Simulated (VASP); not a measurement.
Energy against volume of MgO (rock salt). All values below come from PBE GGA with D3 dispersion (Becke-Johnson damping), VASP's PBE PAW potentials (set 64) (plane waves; VASP).

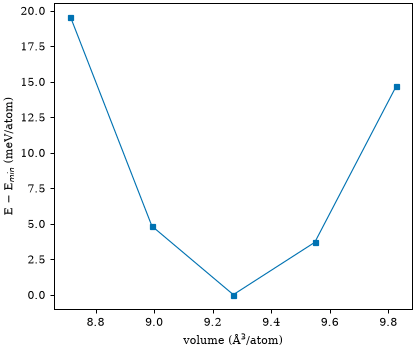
*Energy against volume*

Task: Estimate the equilibrium volume and the bulk modulus.

Result: The minimum lies near 9.3 Å³/atom, and the curvature gives B0 of about 160 GPa.

Measured: bulk modulus 170 GPa at 0 K (computed value off by -4.5 %), as given by Daniel Mejia-Rodriguez et al., Physical Review B (2018), arXiv:1807.09216 [0 K value with the zero-point phonon effect removed]; a 4.189 Å at 0 K (computed value off by +0.3 %), as given by Daniel Mejia-Rodriguez et al., Physical Review B (2018), arXiv:1807.09216 [static lattice: zero-point anharmonic expansion removed].

The compound is MgO in the rock salt structure. It was relaxed first.
